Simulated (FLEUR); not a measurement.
# Eu: one coupling from two orders, and a test

Aim: get Heisenberg couplings of Eu from the energies of collinear orders, with pencil and paper, and test them on an order left out of the fit.

Program: FLEUR MaX-R8.1. Level of theory: PBE with U = 6.7 eV, J = 0.7 eV on Eu f; all-electron FLAPW, Dirac cores, scalar-relativistic bands. Results are calculated unless marked as measured.

The database entry behind the starting cell differs from later determinations by our own check (about 0.5 % long), so it need not match the best structure at ambient conditions.

### Step 1. Set-up

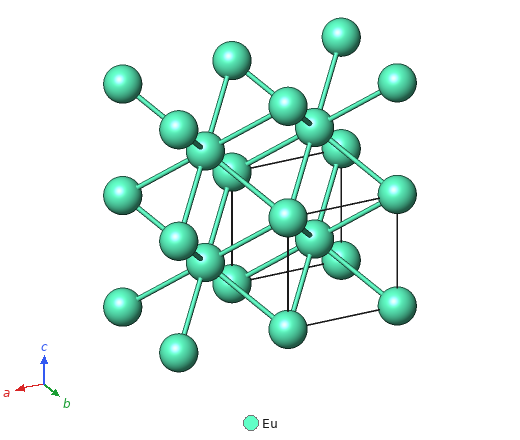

Start, viewed from a free direction; europium green. 2×1×2 cells are drawn. This picture shows the conventional cell, with its axes. Some periodic images of atoms are drawn too.

As a file:

```xyz
1
Lattice="-2.3030 2.3030 2.3030 2.3030 -2.3030 2.3030 2.3030 2.3030 -2.3030" Properties=species:S:1:pos:R:3 pbc="T T T"
Eu    0.0000    0.0000    0.0000
```

### Step 2. The parallel order

All energies count from this run. The U counters the self-interaction that shrinks the moments of a localised shell.

The file n_mmp_mat seeds the f occupations with whole cubic orbitals by Hund's first rule, so that the U acts from the first pass. inpgen writes inp.xml from crystal.txt; cutoffs, mixing, functional, smearing and local orbitals are then set in the file. The k list default-1 (kpts.xml, not shown) is a Γ-centred 8×8×8 mesh; where the ranks do not divide the number of points, some are split in two of half the weight.

Contents of inp.xml:

```
<?xml version="1.0" encoding="UTF-8" standalone="no"?>
<fleurInput fleurInputVersion="0.39">
   <comment>
      Eu
   </comment>
   <calculationSetup>
      <cutoffs Kmax="3.6" Gmax="10.8" GmaxXC="10.8" numbands="0"/>
      <scfLoop itmax="130" minDistance="0.0001" maxIterBroyd="15" imix="Anderson" alpha="0.05" precondParam="0.0" spinf="2.0" sdNocoIR="T"/>
      <coreElectrons ctail="T" frcor="F" kcrel="0" coretail_lmax="0"/>
      <xcFunctional name="pbe" relativisticCorrections="F"/>
      <magnetism jspins="2"/>
      <soc l_soc="F" theta="0.0" phi="0.0" spav="F"/>
      <expertModes spex="0" secvar="F"/>
      <geometryOptimization l_f="F" forcealpha="1.0" forcemix="BFGS" epsdisp="0.00001" epsforce="0.00001"/>
      <ldaU l_linMix="F" mixParam="0.05" spinf="1.0"/>
   </calculationSetup>
   <cell>
      <bzIntegration valenceElectrons="17.0" mode="hist" fermiSmearingEnergy="0.00183747">
         <kPointListSelection listName="default-1"/>
         <xi:include xmlns:xi="http://www.w3.org/2001/XInclude" href="kpts.xml"> </xi:include>
      </bzIntegration>
      <xi:include xmlns:xi="http://www.w3.org/2001/XInclude" href="sym.xml"> </xi:include>
      <bulkLattice scale="1.0">
         <bravaisMatrix>
            <row-1>   -4.3520392649537998     4.3520392649537998     4.3520392649537998</row-1>
            <row-2>    4.3520392649537998    -4.3520392649537998     4.3520392649537998</row-2>
            <row-3>    4.3520392649537998     4.3520392649537998    -4.3520392649537998</row-3>
         </bravaisMatrix>
      </bulkLattice>
   </cell>
   <atomSpecies>
      <species name="Europium (7.000" element="Eu" atomicNumber="63">
         <mtSphere radius="2.8" gridPoints="925" logIncrement="0.014"/>
         <atomicCutoffs lmax="10" lnonsphr="8"/>
         <electronConfig flipSpins="F">
            <coreConfig>(1s1/2) (2s1/2) (2p1/2) (2p3/2) (3s1/2) (3p1/2) (3p3/2) (4s1/2) (3d3/2) (3d5/2) (4p1/2) (4p3/2) (4d3/2) (4d5/2)</coreConfig>
            <valenceConfig>(5s1/2) (5p1/2) (5p3/2) (6s1/2) (4f5/2) (4f7/2)</valenceConfig>
            <stateOccupation state="(4f5/2)" spinUp="3.0" spinDown="0.0"/>
            <stateOccupation state="(4f7/2)" spinUp="4.0" spinDown="0.0"/>
         </electronConfig>
         <energyParameters s="6" p="6" d="5" f="4"/>
         <ldaU l="3" U="6.7" J="0.7" l_amf="F"/>
         <lo type="SCLO" l="0" n="5" eDeriv="0"/>
         <lo type="SCLO" l="1" n="5" eDeriv="0"/>
      </species>
   </atomSpecies>
   <atomGroups>
      <atomGroup species="Europium (7.000">
         <relPos label="                   1">.0000000000 .0000000000 .0000000000</relPos>
         <force calculate="T" relaxXYZ="TTT"/>
      </atomGroup>
   </atomGroups>
   <output dos="F" band="F" slice="F">
      <bandDOS minEnergy="-.5*Htr" maxEnergy="0.5*Htr" sigma="0.015" storeEVData="T"/>
      <plotting iplot="0" polar="F">
         <plot TwoD="T" vec1="  1.0  0.0  0.0" vec2="  0.0  1.0  0.0" vec3="  0.0  0.0  1.0" zero="  0.0  0.0  0.0" file="plot"/>
      </plotting>
      <moessbauerParams electricFieldGradient="F" isomerShift="F" coreHyperfine="F" valenceHyperfine="F"/>
   </output>
</fleurInput>
```

Contents of crystal.txt:

```
Eu
&input film=F cartesian=F /
-2.30300000000  2.30300000000  2.30300000000
2.30300000000  -2.30300000000  2.30300000000
2.30300000000  2.30300000000  -2.30300000000
1.8897261246
1.0 1.0 1.0

1
63 0.00000000000  0.00000000000  0.00000000000 : 7.000

&kpt div1=8 div2=8 div3=8 gamma=T /
```

Run with:

```bash
OMP_NUM_THREADS=1 inpgen -f crystal.txt > inpgen.log  # inp.xml is then edited as shown
OMP_NUM_THREADS=1 mpirun -n 4 fleur_MPI > fleur.log
```

The program printed:

```text
Welcome to FLEUR        (www.flapw.de)
      MaX-Release 8.1          (www.max-centre.eu)

 ========== k-point set info ==========
 Selected k-point list: default-1
 k-point list type: mesh
 0 x 0 x 0
 Number of k points: 32

 [... set-up left out ...]
 Iteration:     1   Distance:       2.72676434 me/bohr^3
 Iteration:     2   Distance:       2.58570903 me/bohr^3
 Iteration:     3   Distance:       0.44940295 me/bohr^3
 Iteration:     4   Distance:       0.16127691 me/bohr^3
 Iteration:     5   Distance:       0.15927074 me/bohr^3
[...]
[... left out ...]
            <freeEnergy value="-10852.4751948745"/>
            <extrapolationTo0K value="-10852.4749749440"/>
         </totalEnergy>
         [... left out ...]
         <ldaUDensityMatrixConvergence>
            <distance spin="1" distance="0.000001"/>
            <distance spin="2" distance="0.000000"/>
         </ldaUDensityMatrixConvergence>
         <densityConvergence units="me/bohr^3">
            <chargeDensity spin="1" distance="0.0000564135"/>
            <chargeDensity spin="2" distance="0.0000468691"/>
            <overallChargeDensity distance="0.0000425674"/>
            <spinDensity distance="0.0000945855"/>
         </densityConvergence>
      </iteration>
```

Wall time 9.5 s (4 MPI ranks of Intel Xeon Platinum 8488C (Sapphire Rapids), shared host); peak memory 0.22 GiB.

Spin moment in the muffin-tin sphere by atom:

```
atom  spin moment in the muffin-tin sphere (μB)
 Eu1                                       7.03
```

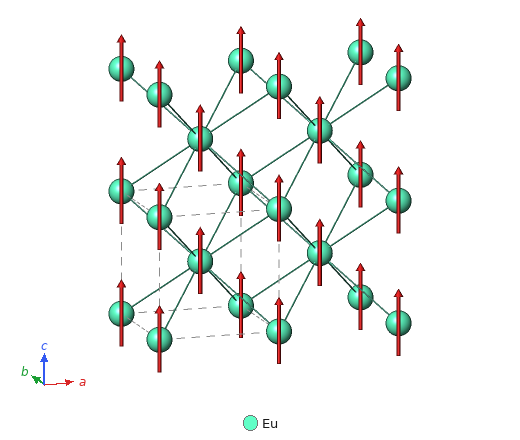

Spin moment in the muffin-tin sphere as arrows, the longest 7.03 μB. Up and down stand for the sign. Arrows give size and sign along the axis of quantisation, drawn up and down the page. 2×1×2 conventional cells are drawn. Some periodic images of atoms are drawn too.

Numbers from this step:

```yaml
free_energy: -295310.8943 eV
program_s_band_gap_on_this_mesh_in_a_metal_only_a_level_spacing: 0 eV
magnetization: 7.334 μB
final_state: ferromagnetic
```

After 13 cycles the largest moment stands at 7.03 μB.

### Step 3. The orders used for the fit

The other orders were run with the same settings, on meshes that hold the same points. Free energies are divided by the number of Eu atoms; q is in fractions of the reciprocal vectors of the first run's cell.

| order | atoms | mesh | free energy (eV) | eV per Eu | largest moment (μB) |
| --- | --- | --- | --- | --- | --- |
| F + | 1 | 8×8×8 | -295310.8943 | -295310.8943 | 7.03 |
| AF q=(1/2,1/2,1/2) +- | 2 | 4×8×8 | -590621.7616 | -295310.8808 | 6.99 |

### Step 4. Counting neighbours

With E = −Σ J e_i·e_j over ordered pairs of unit vectors, turning a neighbour from parallel to opposed costs 2J a Eu atom. So an order lies 2 Σ n J over the parallel one, n being the opposed neighbours in each shell.

```
shell  distance (Å)  neighbours  opposed in AF q=(1/2,1/2,1/2) +-  opposed in AF q=(0,0,1/2) +-
   J1          3.99           8                                 8                             4
   J2          4.61           6                                 0                             4
```

Only J1 is kept.

### Step 5. Solving

```
2 × 8 × J1 = +13.5 meV    (AF q=(1/2,1/2,1/2) +-)
J1 = +0.84 meV
```

### Step 6. The test

The couplings now give the orders that were left out:

```
2 × 4 × (+0.84) = +6.7 meV    (AF q=(0,0,1/2) +-)
```

The runs themselves:

```
            order  atoms   mesh  free energy (eV)     eV per Eu  largest moment (μB)  over the parallel order (meV)  foretold (meV)
AF q=(0,0,1/2) +-      2  8×8×4      -590621.7839  -295310.8920                 7.02                           +2.3            +6.7
```

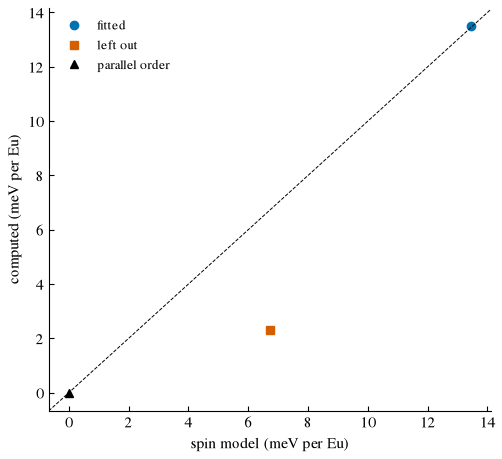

Computed energies of the orders against the model; the dashed line marks agreement.

### Step 7. One more shell

One try is to add the next shell, though changing moments can also cause the miss. Both differences then fix both couplings, and no order is left for a test.

```
2 × 8 × J1 = +13.5 meV    (AF q=(1/2,1/2,1/2) +-)
2 × 4 × J1 + 2 × 4 × J2 = +2.3 meV    (AF q=(0,0,1/2) +-)
J1 = +0.84 meV
J2 = -0.56 meV
```

### Step 8. What came out

| Item | Value |
| --- | --- |
| effective coupling of the reversed pairs, counted on J1 (Eu–Eu at 3.99 Å) | 0.84 meV |
| largest miss on the orders left out | 4.4 meV |
| J1 with two shells | 0.84 meV |
| J2 with two shells | -0.56 meV |

In words: The model misses the order left out by 4.4 meV, 33 % of the largest distance from the parallel order, so it fails: these couplings alone don't describe the crystal. With the next shell added the couplings are J1 = +0.84 and J2 = -0.56 meV, untested. The largest moments of the orders differ by 0.64 % of the greatest. One difference fixes one number: it sums all reversed shells and need not be the coupling of the nearest one, even in sign. The f shell is half filled, so the spin-only picture is fair.

[Logs and program files are shortened in this print: banners, set-up blocks, solver, clock and traceback lines can be left out without a mark of their own.]

[Logs are printed without paths, hosts, clocks, repeated set-up lines and the standing remarks that a program may print on its own settings, such as how far it seeks lower states.]

[Hosts, paths, dates, database ids (printed as entryN), source tags and the programs' standing remarks are cut or masked in the printed files.]

[Where a cell is said to come from a database of computed structures, the database is the Materials Project.]
